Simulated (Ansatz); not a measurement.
Band structure of BeS (F-43m, 2 atoms in the cell).

```yaml
crystal:
  lattice:
    - [0.00000, 2.43500, 2.43500]
    - [2.43500, 0.00000, 2.43500]
    - [2.43500, 2.43500, 0.00000]
  atoms:
    - { symbol: Be, position: [0.00000, 0.00000, 0.00000] }
    - { symbol: S, position: [0.25000, 0.25000, 0.25000] }
```

Method: PBE (plane waves, PAW; Ansatz, a program for electronic structure).

Settings: basis.ecutwfc = 420 eV; kpoints.mp_grid.grid = 12 12 12; hamiltonian.xc = pbe; hamiltonian.pseudopotentials = {kind: paw} (the program's default PAW files); scf.occupations.method = fermi_dirac; scf.occupations.width = 0.02 eV; kpoints.band_path.npoints = 8.

The starting cell has typed, rounded lattice constants, without a prior relaxation at this level.

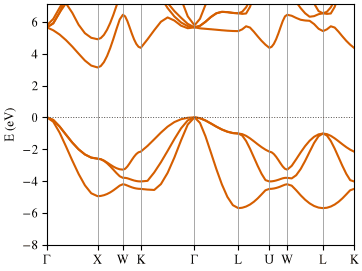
Fig. 1. Bands along the path, energies from the top of the valence band on the path.

### Question
Read off roughly the gap and where its edges lie.

### Answer
The gap along the path is about 3.1 eV (computed: 3.14 eV), from Γ to X; the smallest direct gap on it is 5.63 eV.

Levels in eV from the top of the valence band on the path, bands 1 to 7:
```csv
point,1,2,3,4,5,6,7
Γ,-13.61,0.00,0.00,0.00,5.66,5.66,5.66
X,-11.50,-4.96,-2.60,-2.60,3.14,4.91,12.63
W,-11.45,-4.21,-3.80,-3.29,6.45,8.07,8.38
K,-11.51,-4.50,-4.03,-2.16,4.37,7.47,10.46
L,-12.03,-5.71,-1.02,-1.02,5.42,6.54,6.54
U,-11.51,-4.50,-4.03,-2.16,4.37,7.47,10.46
```

Keys are those of Ansatz 0.2.
